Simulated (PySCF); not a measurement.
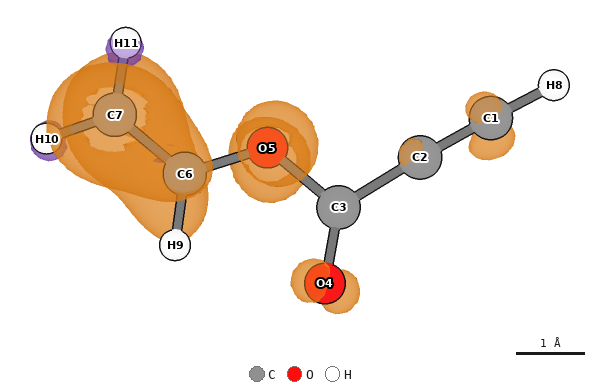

The picture shows: C$_{5}$H$_{4}$O$_{2}$ (charge +1, doublet). Isosurfaces of the spin density at +0.02 (orange) and −0.02 e/Å³ (purple), seen across its widest extent.

Geometry: GFN2-xTB.

Method: PySCF, UKS B3LYP, pcH-1 on C H O, non-relativistic, mean-field spin-orbit, GIAO.

```tsv
atom	x (Å)	y (Å)	z (Å)
C	3.0302	-0.3384	1.1173
C	2.0953	-0.0314	0.4206
C	1.0290	0.3577	-0.4398
O	1.0502	0.8350	-1.5209
O	-0.1951	0.0326	0.2123
C	-1.2973	0.0532	-0.4891
C	-2.4590	-0.4674	0.0052
H	3.8620	-0.5665	1.7304
H	-1.2382	0.5184	-1.4818
H	-3.4121	-0.2151	-0.4383
H	-2.4596	-1.1355	0.8582
```

Where is the unpaired spin?

The unpaired spin (1 electron) lies mostly on C7 (about 0.5), C6 (about 0.2) and O5 (about 0.2), in electrons by Hirshfeld's partition.
